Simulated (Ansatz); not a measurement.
Starting cell, BaTiO3 (tetragonal-perovskite type, space group P4mm):

```xyz
5
Lattice="3.9728 0.0000 0.0000 0.0000 3.9728 0.0000 0.0000 0.0000 4.1123" Properties=species:S:1:pos:R:3 pbc="T T T"
Ti     1.9864     1.9864     1.8599
Ba     0.0000     0.0000     3.8417
O      1.9864     1.9864     3.6816
O      1.9864     0.0000     1.6948
O      0.0000     1.9864     1.6948
```

Scan: atom 3 (O, nearest neighbour Ti at 1.822 Å; its periodic images, 4.0 Å or more away, move with it) is displaced along Cartesian [111], direction (0.577, 0.577, 0.577) in Cartesian axes, by s. The other atoms stay.

The numbers are results of r2SCAN (plane waves to 500 eV, PAW, scalar-relativistic; Ansatz, a first-principles code), not measurements. k mesh 7×7×7 (Γ-centred), Fermi-Dirac smearing 0.05 eV. The energy includes the smearing's −TS. Left out: 2 of 11 points, with atoms too close for the PAW data. BaTiO3 is run without spin polarisation. BaTiO3 was relaxed with its symmetry unable to fall. The PAW data are Ansatz's earlier set. The zero of ΔE is the undisplaced structure.

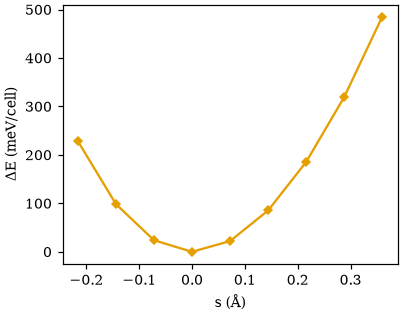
ΔE (meV/cell) against s (Å); computed points joined by lines.

Q: Is the energy the same for displacements of ±0.216 Å, and if not, which side lies higher?

A: Not even: the negative side lies higher at ±0.216 Å.

Q: What is the energy change at s = 0.360 Å?

A: About 490 meV/cell.

(A displaced cell: forces are minus the slopes of the energy, force constants its curvatures, and phonons follow from these.)
